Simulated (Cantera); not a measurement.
Feed: 1 mol n-butane, 0.67 mol NH₃, held at 0.110 bar.

Cantera equilibrium calculation (NASA polynomials, part measured and part estimated; ideal gas, pure solids and liquids). Candidate condensed phases: C, C₆H₆, C₇H₈, C₈H₁₈; 92 gas species. Kinetics and transport are ignored.

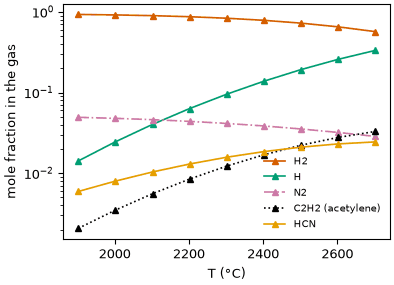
*Equilibrium gas composition (values under 1e-9 drawn at 1e-9)*

**Question.** Read off the mole fractions at 2402 °C.

**Answer.** H₂ about 0.78, H about 0.14, N₂ about 0.038, HCN about 0.019, C₂H₂ (acetylene) about 0.017.
